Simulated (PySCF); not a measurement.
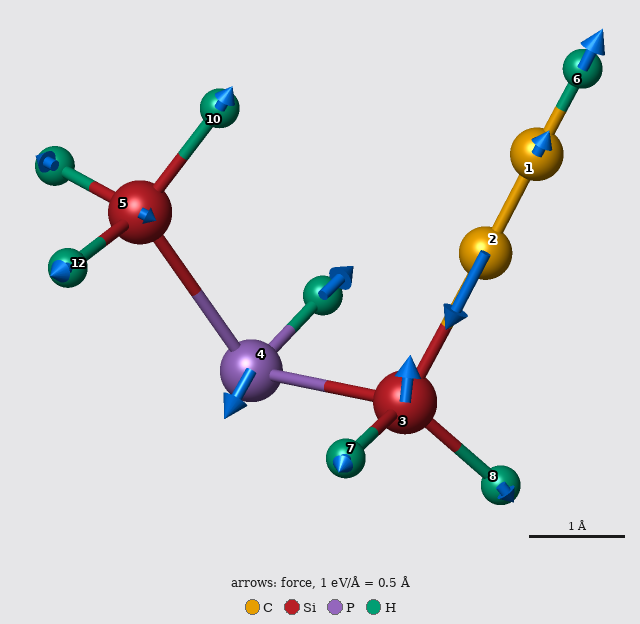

Starting geometry of C$_{2}$H$_{7}$PSi$_{2}$ with the computed forces as blue arrows. A ball-and-stick model, seen at a tilt.

The start comes from GFN2-xTB.

Method: PBE0-D3(BJ)/def2-SVP geometry optimisation, gas phase (PySCF). 

Q: What follows when this structure is relaxed?

A: It isn't relaxed: the largest force vector, on a C atom, is 1.89 eV/Å. The final displacements have little in common with the starting forces (cosine between the two patterns 0.06). The atom that moves furthest after the best rigid fit is an H atom (0.51 Å). By element the largest moves are H 0.51 Å, C 0.19 Å, Si 0.13 Å, P 0.11 Å. Among the contacts that change: H–P 1.380 → 1.429 Å, P–Si 2.228 → 2.266 Å, H–Si 1.462 → 1.494 Å, C–H 1.053 → 1.076 Å. Bond angles that change, for instance: Si–P–Si 102.6° → 97.1°, H–Si–H 112.9° → 109.9°. After 10 geometry steps the energy has fallen by 0.123 eV.
